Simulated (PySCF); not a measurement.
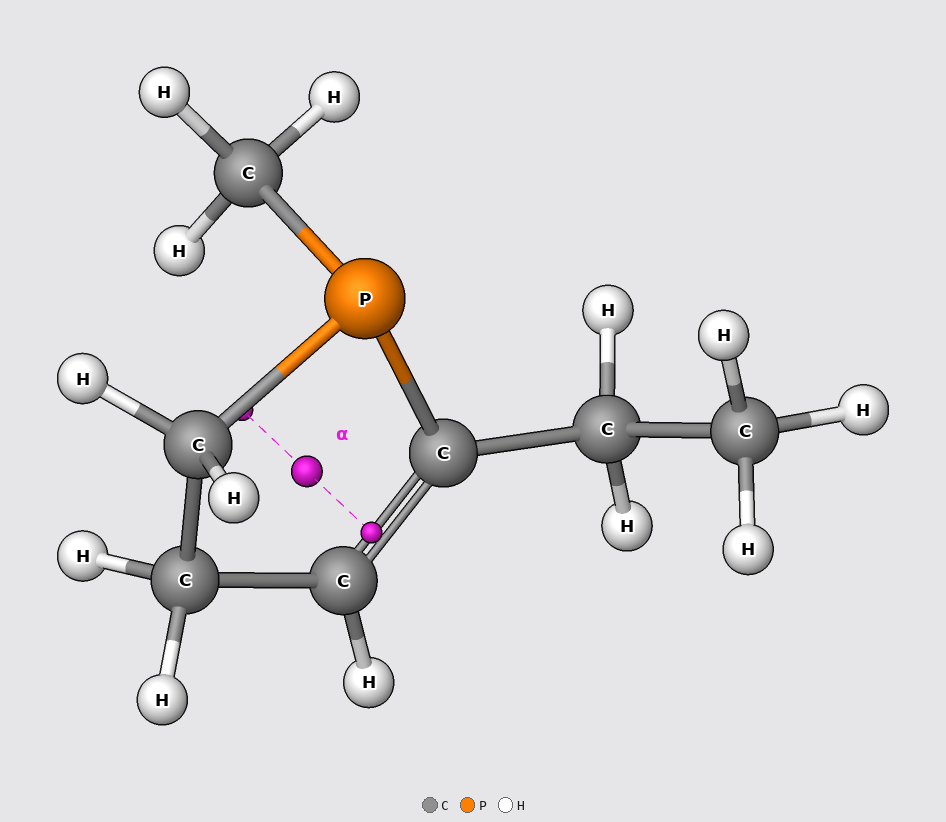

The small points mark where nucleus-independent chemical shifts (NICS) were computed: at the centre of each lettered ring and 1 Å above and below it. The computed structure is the end point of a GFN2-xTB optimisation. No frequency run is at hand to confirm it as a minimum. Level of theory: GIAO PBE0/pcSseg-1 NMR shielding, non-relativistic, gas phase (PySCF 2.14.0).

Give NICS(0), NICS(1) and the out-of-plane component NICS(1)zz for each ring (means of the two sides).

| ring | members | NICS(0) | NICS(1) | NICS(1)zz |
| --- | --- | --- | --- | --- |
| α | C4P | −2.7 | −3.1 | −3.0 |

Values in ppm.

### What do the values say about the ring currents?

Ring α: weak, as in a non-aromatic ring. NICS is one index among several.

The geometry is semi-empirical. Around P such bond lengths and angles can be off by a tenth of an ångström or more and by several degrees, and values that hang on the shape move with them.
